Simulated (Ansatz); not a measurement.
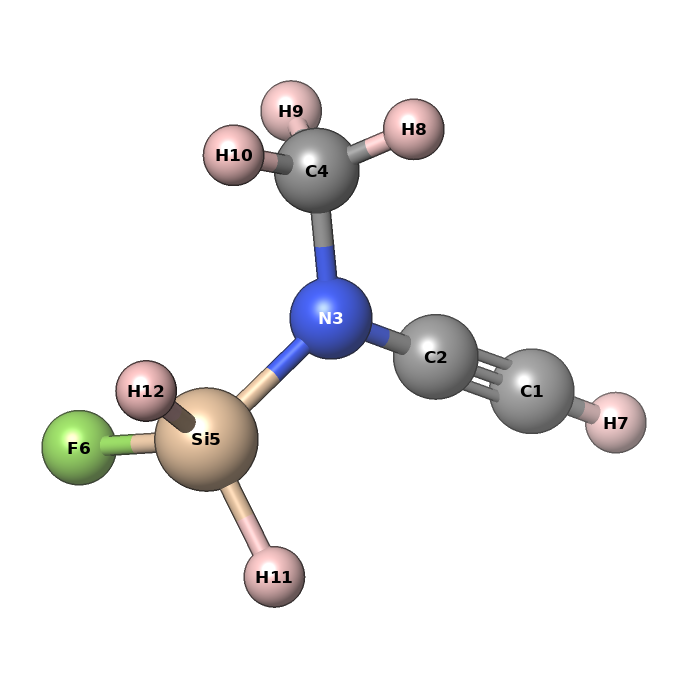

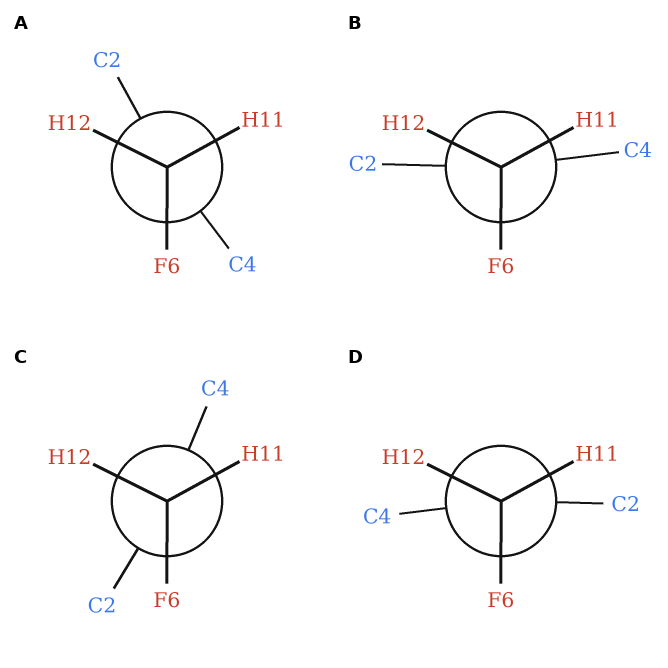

Depth is shown by fading: the farther an atom, the more it takes the colour of the background. Bonds that would overlap in a projection are set slightly apart. Computed geometry: PBE-D4/def2-SVP optimisation. No frequency run is at hand to confirm it as a minimum.

> Which Newman projection shows the view along Si5–N3, with Si5 in front?

D. The torsion angle F6–Si5–N3–C4 is 83°, about perpendicular.
